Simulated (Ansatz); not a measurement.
A relaxed structure of TiO₂. Computed with PBEsol (plane waves to 420 eV, PAW, scalar-relativistic; Ansatz, a program for electronic structure).

```cif
data_O8Ti4
_chemical_formula_sum 'O8 Ti4'
_space_group_name_H-M_alt 'P1'
_space_group_IT_number 1
_space_group_name_Hall 'P 1'
_cell_length_a 5.28341
_cell_length_b 5.47607
_cell_length_c 5.67063
_cell_angle_alpha 81.390
_cell_angle_beta 82.894
_cell_angle_gamma 64.704
loop_
_atom_site_label
_atom_site_type_symbol
_atom_site_symmetry_multiplicity
_atom_site_Wyckoff_symbol
_atom_site_fract_x
_atom_site_fract_y
_atom_site_fract_z
_atom_site_occupancy
O1 O 1 a 0.57767 0.16511 0.40975 1
O2 O 1 a 0.08012 0.36204 0.99480 1
O3 O 1 a 0.51229 0.42928 0.91708 1
O4 O 1 a 0.16021 0.55455 0.57604 1
O5 O 1 a 0.67853 0.60090 0.32960 1
O6 O 1 a 0.73185 0.88378 0.78792 1
O7 O 1 a 0.99619 0.91320 0.15989 1
O8 O 1 a 0.21322 0.97793 0.71030 1
Ti1 Ti 1 a 0.82758 0.78907 0.44428 1
Ti2 Ti 1 a 0.10358 0.72328 0.88646 1
Ti3 Ti 1 a 0.75904 0.32255 0.14507 1
Ti4 Ti 1 a 0.38029 0.19714 0.73044 1
```

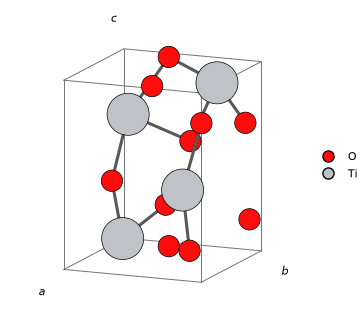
The conventional cell of the relaxed structure

| Quantity | Result |
|---|---|
| Volume per atom | 12.19 Å³ |
| Band gap | 2.51 eV, indirect (valence top at Z, conduction bottom at k = (0.2857, 0.1429, 0.1667)) (no spin-orbit coupling) |
| Smallest direct gap | 2.64 eV at k = (0, 0.1429, -0.1667) |
| Shortest distances | O–Ti 1.77 Å; O–O 2.44 Å; Ti–Ti 2.84 Å |
| k-mesh | 7×7×6 |

Band energies at high-symmetry points (eV from the VBM; labels of this space group; no spin-orbit coupling), from −5 eV up to 4.4 eV:

```tsv
point	energies
Γ	-4.72 -4.38 -4.08 -4.06 -3.95 -3.73 -3.57 -3.51 -3.44 -3.17 -2.75 -2.53 -2.38 -2.20 -2.04 -1.81 -1.67 -1.50 -1.16 -0.84 -0.56 -0.48 -0.31 -0.15 2.54 2.89 3.08 3.25 3.62 3.65 3.81 4.26 4.38
X	-4.58 -4.35 -4.12 -4.00 -3.88 -3.69 -3.54 -3.41 -3.20 -3.07 -2.94 -2.63 -2.28 -2.14 -2.04 -1.87 -1.53 -1.46 -1.22 -1.10 -1.00 -0.87 -0.49 -0.31 2.80 3.03 3.30 3.48 3.71 3.92 4.06 4.09 4.23
Y	-4.62 -4.41 -4.19 -4.00 -3.84 -3.78 -3.60 -3.46 -3.15 -2.95 -2.93 -2.75 -2.37 -2.35 -1.99 -1.90 -1.64 -1.48 -1.25 -0.92 -0.83 -0.45 -0.33 -0.07 2.79 2.89 3.02 3.31 3.61 3.88 4.02 4.09 4.39
Z	-4.82 -4.45 -4.27 -3.82 -3.75 -3.69 -3.65 -3.54 -3.33 -3.07 -2.84 -2.47 -2.33 -2.06 -1.94 -1.72 -1.62 -1.56 -1.39 -1.17 -0.75 -0.55 -0.24 0.00 2.79 2.93 3.12 3.30 3.53 3.65 3.93 4.07 4.27
R	-4.75 -4.55 -4.32 -4.17 -3.88 -3.75 -3.50 -3.37 -3.05 -2.91 -2.63 -2.46 -2.21 -2.10 -2.02 -1.97 -1.57 -1.35 -1.30 -1.05 -0.92 -0.68 -0.53 -0.41 2.70 3.00 3.14 3.43 3.52 3.68 3.84 4.06 4.18
T	-4.58 -4.34 -4.10 -4.09 -3.85 -3.64 -3.53 -3.31 -3.20 -3.13 -3.03 -2.82 -2.55 -2.51 -2.04 -1.84 -1.62 -1.35 -0.94 -0.82 -0.75 -0.61 -0.27 -0.13 2.83 3.04 3.17 3.38 3.54 3.73 3.91 4.18 4.24 4.39
U	-4.59 -4.24 -4.20 -4.08 -3.79 -3.72 -3.61 -3.51 -3.25 -3.18 -2.75 -2.62 -2.32 -2.16 -1.95 -1.81 -1.71 -1.53 -1.26 -1.05 -0.74 -0.68 -0.50 -0.41 2.70 3.15 3.36 3.44 3.56 3.82 3.97 4.06 4.22
V	-4.74 -4.24 -4.05 -3.96 -3.78 -3.67 -3.57 -3.47 -3.42 -3.10 -2.93 -2.80 -2.44 -2.43 -1.85 -1.75 -1.47 -1.42 -1.22 -0.90 -0.82 -0.63 -0.46 -0.25 2.79 3.00 3.26 3.29 3.58 3.69 4.13 4.22 4.36
```

No spin polarisation in the result.

It was reached from a disturbed copy of a I4/mcm (No. 140) cell, against which it lies -0.60 eV/atom.

The first start was generated by placing the elements on the sites of a structure type. Materials Project lists a structure of TiO2 in the same space group, P1 (No. 1); the sites were not compared with it, nor with measured phases. Known forms of TiO2 include space group No. 61, 136, 141.
